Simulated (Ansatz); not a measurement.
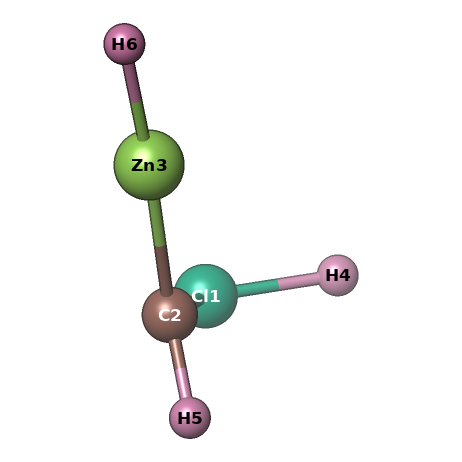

Cl1 lies behind C2. The molecule seen a little off the C2–Cl1 bond, C2 in front. Atoms fade into the background with distance from the viewer. The geometry was computed by an optimisation with PBE0-D4/def2-TZVP. No frequency run is at hand to confirm it as a minimum.

Question: What is the torsion angle Zn3–C2–Cl1–H4? The sign is positive where the front bond must turn clockwise to cover the back bond.

Answer: 82°, about perpendicular.
